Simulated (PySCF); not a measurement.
C4H9FSi

Input

```
{"job": {"kind": "uv", "xc": "wB97X-D", "basis": "def2-SVPD", "nstates": 8, "ntriplets": 3}, "charge": 0, "multiplicity": 1}
C      2.273109    -0.067108    -0.256066
Si     0.618798     0.207811     0.622823
C     -0.766764     1.123946    -0.329235
C     -1.730700    -0.032991    -0.044735
F     -2.464504    -0.404056    -1.153550
C     -0.746854    -1.117087     0.408708
H      2.135413    -0.405513    -1.278735
H      2.866190    -0.811973     0.264310
H      2.850952     0.850932    -0.282977
H      0.783127     0.666946     2.007458
H     -1.122682     2.090892     0.013738
H     -0.586908     1.197030    -1.399893
H     -2.463811     0.214918     0.728062
H     -1.090267    -1.696472     1.260587
H     -0.559512    -1.809286    -0.409754
```

Command:

```sh
OMP_NUM_THREADS=1 python probes_run.py task.json out
```

Geometry: GFN2-xTB.

All numbers below come from PySCF 2.14.0, wB97X-D/def2-SVPD, SCF density, gas phase.

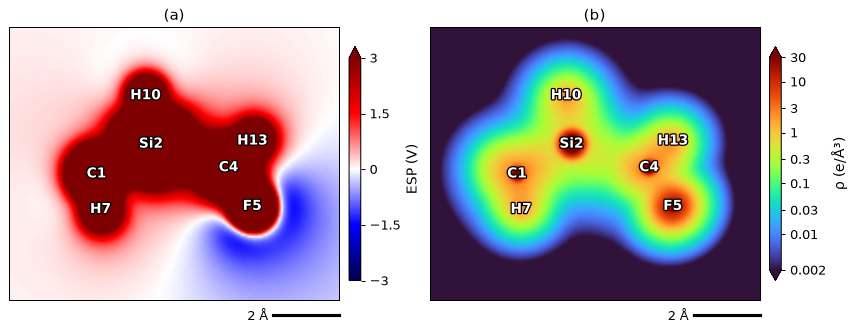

Figure 1. (a) molecular electrostatic potential; (b) total electron density on the plane of atoms F5, C4 and H13.

Q: What does the map show?

A: The section cuts through C, Si, F and H sites.
C–F (1.38 Å): ρ at the midpoint is about 2.1 e/Å³, with its minimum of 1.6 e/Å³ about 0.5 Å from C.
C–Si (1.89 Å): the density is about 0.93 e/Å³ at the midpoint.
C–H (1.09 Å): the density is about 1.9 e/Å³ at the midpoint.
Si–H (1.47 Å): the density is about 0.78 e/Å³ at the midpoint.
Outside the dense part of the molecule the potential is most negative (−1.4 V) near F5.

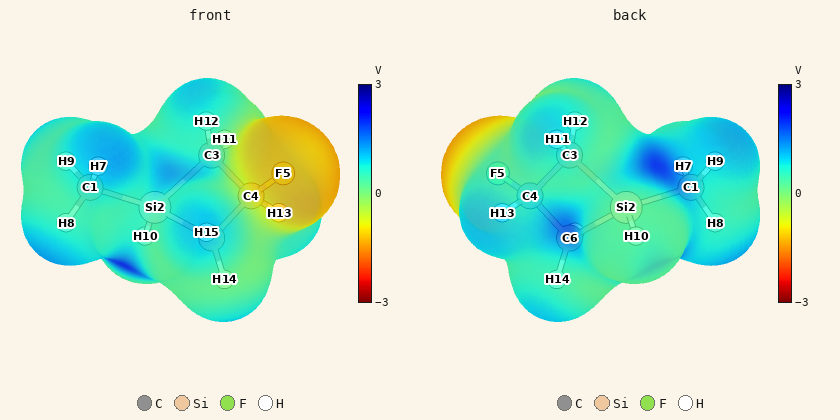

Figure 2. The molecular electrostatic potential painted on the density surface at 0.004 e/bohr³, seen from the front and from behind; red is negative and blue positive.

Q: Which sites attract a positive test charge, and which a negative one?

A: A positive charge is drawn to the negative regions and a negative charge to the positive ones. The most negative region (about −1.4 V, or −32 kcal/mol for a unit charge) lies over F5, the most positive (about +2.0 V, or +46 kcal/mol for a unit charge) over Si2.

Q: How polar is the molecule by this calculation?

A: Its dipole moment is 2.25 D.
